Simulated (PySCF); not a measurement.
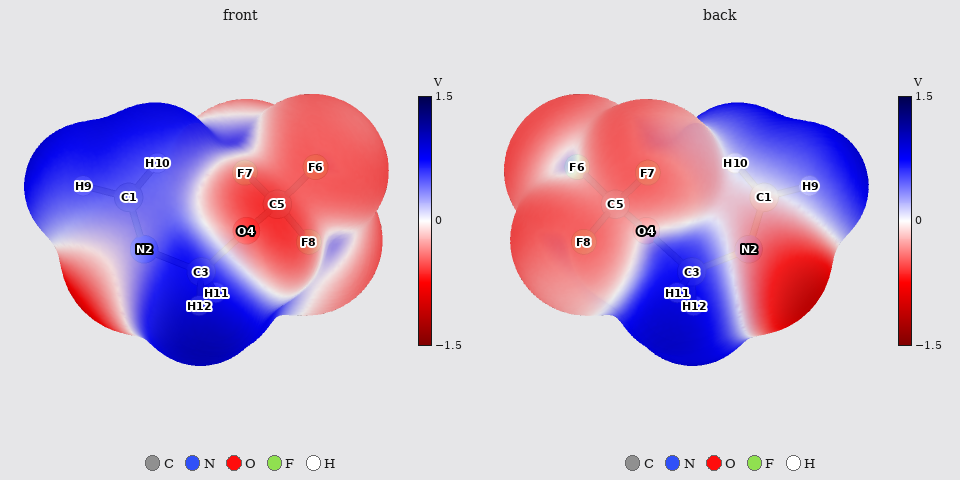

Figure. C₃H₄F₃NO (SMILES C=NCOC(F)(F)F). The molecular electrostatic potential painted on the density surface at 0.001 e/bohr³, seen from the front and from behind; the colour scale runs from red (negative) to blue (positive).

Geometry: GFN2-xTB.

Theory: PySCF 2.14.0, PBE0/pcSseg-1, SCF density, gas phase, non-relativistic.

```xyz
12

C     1.8026    0.3310    0.6869
N     1.3314   -0.7963    0.4116
C     0.2324   -1.0243   -0.4284
O    -0.4555    0.1497   -0.9583
C    -1.4690    0.5942   -0.2496
F    -1.9777    1.6796   -0.8207
F    -1.1589    0.9315    1.0176
F    -2.4743   -0.2958   -0.1323
H     2.6585    0.3646    1.3434
H     1.4158    1.2809    0.3170
H    -0.4863   -1.6575    0.1042
H     0.5822   -1.5583   -1.3175
```

**Where is the surface potential most negative and most positive?**

The most negative region (about −1.1 V) lies over N2, the most positive (about +1.1 V) over H12. N2 is the likeliest acceptor of a hydrogen bond.

**What dipole moment does the calculation give?**

Its dipole moment is 1.69 D.
